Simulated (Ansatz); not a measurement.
# CH5ClGeSi: geometry optimisation

A script is to give a geometry optimisation; the system is CH5ClGeSi. SMILES: Cl[SiH]1[CH2][GeH2]1.

Computed with Ansatz 0.2.0, driven from Python. Level of theory: B3LYP/def2-SVP.

### 1 The system

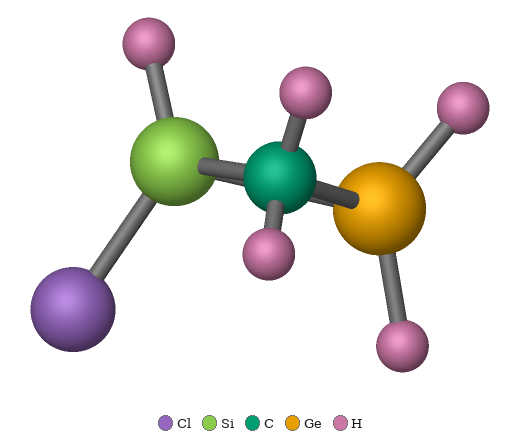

The structure that the script starts from, seen from a chosen angle (chlorine purple, silicon green, carbon teal, germanium amber, hydrogen pink).

ch5clgesi.xyz, read by the script:

```xyz
9

Cl   -2.68260    0.20400    0.67050
Si   -0.96600    0.73030   -0.35240
C     0.52450    0.50210    0.61910
Ge    0.57980   -1.11440   -0.41450
H    -0.92290    1.51470   -1.60960
H     1.38530    1.19700    0.34640
H     0.39950    0.33780    1.71830
H     1.64200   -1.09570   -1.51170
H     0.12890   -2.32190    0.51690
```

### 2 The script

The input, opt.py:

```python
"""Geometry optimisation of CH5ClGeSi."""

import warnings

import ansatz
import numpy as np
import pandas as pd

config = {
    "basis_set": "def2-SVP",
    "xc": "b3lyp",
}

warnings.simplefilter("ignore", ansatz.DeckWarning)

geometry = ansatz.Crystal.molecule_from_extxyz("ch5clgesi.xyz")

calculation = geometry.calculation().basis(gaussian=config["basis_set"]).functional(config["xc"])
symbols = [site.symbol for site in geometry.cartesian_sites]
start = np.array([site.position_ang for site in geometry.cartesian_sites], dtype=float)
def progress(event):
    if event["event"] == "relax_step":
        row = event["data"]
        print(f"step {row['step']:3d}  E = {row['lagrangian_ev']:.6f} eV  largest force component {row['allowed_force_max_ev_ang']:.4f} eV/A")


r = calculation.relax(force_tolerance=0.005).session().plan().execute(on_event=progress).report
end = np.array(r["positions_ang"])

print("reference energy %16.6f eV" % r["reference_energy_ev"])
print("total energy     %16.6f eV" % r["free_energy_ev"])
print("occupied orbitals outside the frozen core (up, down):", r["n_occupied"], " frozen:", r["n_frozen"], " virtual:", r["n_virtual"])

print("final positions (A) and the move of each atom")
for symbol, xyz, old in zip(symbols, end, start):
    print(f"{symbol:2s} {xyz[0]:10.5f} {xyz[1]:10.5f} {xyz[2]:10.5f}   {np.linalg.norm(xyz - old):7.4f}")

charges = r["charge_distribution"]
table = pd.DataFrame({"atom": symbols, "mulliken": charges["mulliken_charges_e"], "lowdin": charges["lowdin_charges_e"]})
print(table.round(3).to_string())
print("dipole (e A):", np.round(charges["dipole_moment_e_ang"], 4) + 0.0)
with open("ch5clgesi_opt.xyz", "w") as handle:
    handle.write(f"{len(symbols)}\nrelaxed CH5ClGeSi\n")
    handle.writelines(f"{s:2s} {x:11.6f} {y:11.6f} {z:11.6f}\n" for s, (x, y, z) in zip(symbols, end))
```

### 3 What the engine is handed

The engine receives this input:

```yaml
crystal:
  periodic: [false, false, false]
  atoms:
    - { symbol: Cl, position_ang: [-2.6826, 0.204, 0.6705] }
    - { symbol: Si, position_ang: [-0.966, 0.7303, -0.3524] }
    - { symbol: C, position_ang: [0.5245, 0.5021, 0.6191] }
    - { symbol: Ge, position_ang: [0.5798, -1.1144, -0.4145] }
    - { symbol: H, position_ang: [-0.9229, 1.5147, -1.6096] }
    - { symbol: H, position_ang: [1.3853, 1.197, 0.3464] }
    - { symbol: H, position_ang: [0.3995, 0.3378, 1.7183] }
    - { symbol: H, position_ang: [1.642, -1.0957, -1.5117] }
    - { symbol: H, position_ang: [0.1289, -2.3219, 0.5169] }
basis:
  gaussian:
    orbitals: def2-SVP
hamiltonian:
  xc: b3lyp
relax:
  f_tol: 0.005
```

### 4 Running it

On the command line:

```sh
> python opt.py
```

The program printed:

```text
step   1  E = -78024.278819 eV  largest force component 2.5504 eV/A
step   2  E = -78024.925902 eV  largest force component 0.8520 eV/A
step   3  E = -78024.984900 eV  largest force component 0.2458 eV/A
step   4  E = -78024.989543 eV  largest force component 0.0304 eV/A
step   5  E = -78024.990431 eV  largest force component 0.0376 eV/A
step   6  E = -78024.991453 eV  largest force component 0.0581 eV/A
step   7  E = -78024.990334 eV  largest force component 0.0824 eV/A
step   8  E = -78024.991972 eV  largest force component 0.0107 eV/A
step   9  E = -78024.992176 eV  largest force component 0.0074 eV/A
step  10  E = -78024.992201 eV  largest force component 0.0108 eV/A
step  11  E = -78024.992212 eV  largest force component 0.0033 eV/A
reference energy    -78024.992475 eV
total energy        -78024.992475 eV
occupied orbitals outside the frozen core (up, down): [37, 37]  frozen: 0  virtual: [70, 70]
final positions (A) and the move of each atom
Cl   -2.81484    0.45104    0.56773    0.2985
Si   -0.97969    0.57594   -0.40551    0.1638
C     0.57020    0.55532    0.65590    0.0792
Ge    0.54233   -1.17026   -0.43920    0.0717
H    -1.05821    1.58040   -1.49650    0.1882
H     1.36202    1.28853    0.45063    0.1407
H     0.44658    0.38861    1.73452    0.0711
H     1.63943   -1.28729   -1.50836    0.1916
H     0.38068   -2.42839    0.42379    0.2888
  atom  mulliken  lowdin
0   Cl    -0.236   0.066
1   Si     0.428   0.165
2    C    -0.320  -0.192
3   Ge     0.136   0.060
4    H    -0.057  -0.072
5    H     0.071   0.025
6    H     0.076   0.030
7    H    -0.053  -0.043
8    H    -0.044  -0.039
dipole (e A): [ 0.2604  0.0259 -0.063 ]
```

It took 56 s on 1 thread of Arm Neoverse V2, shared host; peak memory 0.37 GiB.

ch5clgesi_opt.xyz, as written:

```xyz
9
relaxed CH5ClGeSi
Cl   -2.814836    0.451039    0.567729
Si   -0.979689    0.575941   -0.405515
C     0.570201    0.555318    0.655899
Ge    0.542328   -1.170261   -0.439200
H    -1.058213    1.580396   -1.496500
H     1.362017    1.288531    0.450630
H     0.446582    0.388613    1.734521
H     1.639427   -1.287289   -1.508357
H     0.380683   -2.428390    0.423794
```

Lines on the test bed's own set-up are left out of the output.

### 5 The run's own record

From the engine's report, whether the script printed it or not:

```
             item         value
SCF cycles in all            82
         orbitals           107
total energy (eV)  -78024.99247
```

### 6 The relaxation, step by step

Step by step:

| step | E - E(step 1) (eV) | largest force component (eV/Å) |
| --- | --- | --- |
| 1 | 0.0000 | 2.5504 |
| 2 | -0.6471 | 0.8520 |
| 3 | -0.7061 | 0.2458 |
| 4 | -0.7107 | 0.0304 |
| 5 | -0.7116 | 0.0376 |
| 6 | -0.7126 | 0.0581 |
| 7 | -0.7115 | 0.0824 |
| 8 | -0.7132 | 0.0107 |
| 9 | -0.7134 | 0.0074 |
| 10 | -0.7134 | 0.0108 |
| 11 | -0.7134 | 0.0032 |

Step 1 is the start. Step 7 was tried and not accepted.

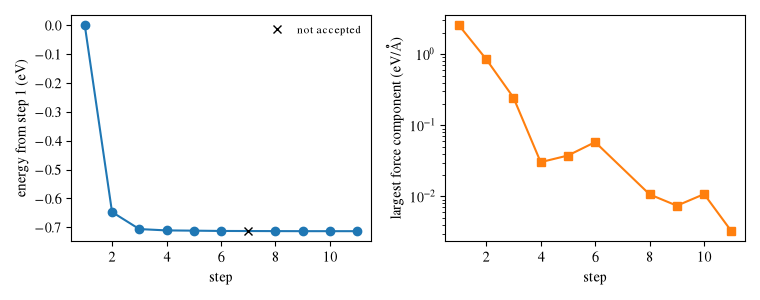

Energy and largest force along the relaxation.

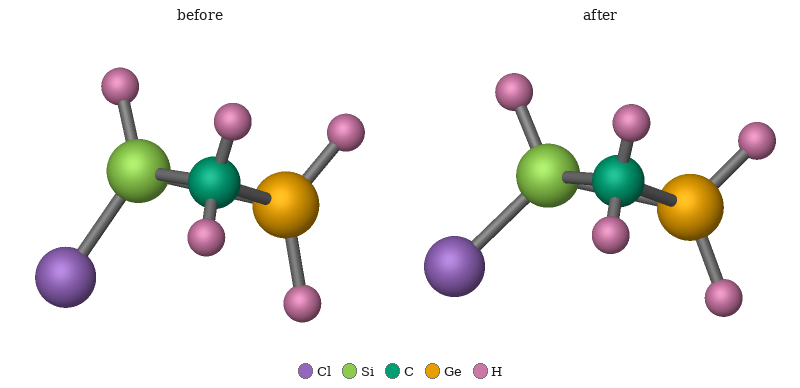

Before and after, at one scale.

Before: Bond lengths: Cl1–Si2 2.066 Å, Si2–C3 1.794 Å, Si2–Ge4 2.408 Å, C3–Ge4 1.919 Å, Si2–H5 1.482 Å, C3–H6 1.139 Å, C3–H7 1.118 Å, Ge4–H8 1.527 Å, Ge4–H9 1.590 Å. Angles (14 of 18 angles, heavy atoms first): Cl1–Si2–C3 112.9°, Cl1–Si2–Ge4 110.5°, C3–Si2–Ge4 51.9°, Si2–C3–Ge4 80.8°, Si2–Ge4–C3 47.3°, Cl1–Si2–H5 125.4°, C3–Si2–H5 120.2°, Ge4–Si2–H5 111.4°, Si2–C3–H6 114.9°, Si2–C3–H7 117.3°, Ge4–C3–H6 111.3°, Ge4–C3–H7 114.1°, Si2–Ge4–H8 117.1°, Si2–Ge4–H9 112.6°.

After: Bond lengths: Cl1–Si2 2.081 Å, Si2–C3 1.879 Å, Si2–Ge4 2.317 Å, C3–Ge4 2.044 Å, Si2–H5 1.485 Å, C3–H6 1.099 Å, C3–H7 1.098 Å, Ge4–H8 1.536 Å, Ge4–H9 1.534 Å. Angles (14 of 18 angles, heavy atoms first): Cl1–Si2–C3 117.6°, Cl1–Si2–Ge4 122.7°, C3–Si2–Ge4 57.2°, Si2–C3–Ge4 72.3°, Si2–Ge4–C3 50.6°, Cl1–Si2–H5 109.7°, C3–Si2–H5 117.8°, Ge4–Si2–H5 122.3°, Si2–C3–H6 118.8°, Si2–C3–H7 117.6°, Ge4–C3–H6 118.2°, Ge4–C3–H7 113.4°, Si2–Ge4–H8 122.5°, Si2–Ge4–H9 122.7°.

### 7 Outcome

```
                    quantity           value
                total energy  -78024.9925 eV
               dipole moment          1.29 D
     moves of the relaxation               9
               energy gained        0.713 eV
last largest force component     0.0032 eV/Å
```

What this shows: The relaxation took 9 moves; the largest shift is 0.298 Å, of atom 1 (Cl). Reading the output:
- The end point is the stationary point reached from this start; no frequency run checks that it is a minimum, and the basis set is modest.
- The Löwdin charges here are taken after orthogonalising the functions within each atom; they differ from plain Löwdin charges, and their signs can be unphysical.
- b3lyp holds the VWN-RPA fit, as in Gaussian; the form of ORCA and Turbomole is b3lyp5.
